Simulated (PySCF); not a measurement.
# MoNH3: single-point calculation

The run: single-point calculation of MoNH3. Method and program: RKS-blyp/sbkjc, stability (PySCF 2.14.0).

Some settings of this run were made unusual or wrong on purpose.

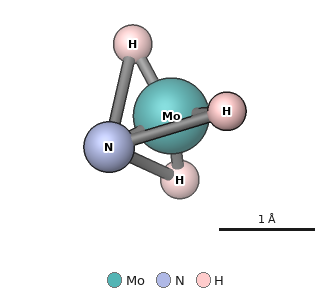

Fig. 1: The structure as given in the input (ball-and-stick view, seen at an oblique angle). Sticks mark near contacts. Bond lengths as drawn: H–Mo 0.90 Å, H–N 1.32 Å and Mo–N 0.85 Å.

### Input
```python
from pyscf import gto, dft

mol = gto.M(
    atom='Mo 0 0.1556 0.1101; N 0 -1.1607 -0.8211; H 1.4589 -0.1508 0.925; H -1.4589 -0.1508 0.925; H 0 1.3085 -1.1378',
    basis='sbkjc',
    ecp={'Mo': 'sbkjc', 'N': 'sbkjc'},
    charge=0,
    spin=0,
    unit='bohr',
    verbose=3,
)
mf = dft.RKS(mol, xc='blyp')
mf.kernel()
mf.stability(internal=True, external=True)
mf.dip_moment()
print('orbital energies (hartree):', mf.mo_energy[..., max(0, mol.nelec[1]-3):mol.nelec[0]+3].round(4))
```

Launched with:
```bash
OMP_NUM_THREADS=1 python input.py
```

### Output
```
converged SCF energy = -74.2637267044612
<class 'pyscf.dft.rks.RKS'> wavefunction is stable in the internal stability analysis
<class 'pyscf.dft.rks.RKS'> wavefunction is stable in the real -> complex stability analysis
<class 'pyscf.dft.rks.RKS'> wavefunction is stable in the RHF/RKS -> UHF/UKS stability analysis
Dipole moment(X, Y, Z, Debye):  0.00000, -3.61314, -2.55577
orbital energies (hartree): [-0.4117 -0.4117 -0.1304 -0.088  -0.088  -0.013 ]
```

### What the run reported

| quantity | value |
| --- | --- |
| outcome | converged |
| SCF energy | −74.263727 hartree |
| stability analysis | internal: stable; real -> complex: stable; RHF/RKS -> UHF/UKS: stable |
| dipole moment | 4.43 D |
| hardware | 1 CPU thread, shared host |
| wall time | 16 s |

### Diagnosis

Some settings of this run were drawn to be unusual or wrong. It converged; results that depend on the unusual settings are not reference values.
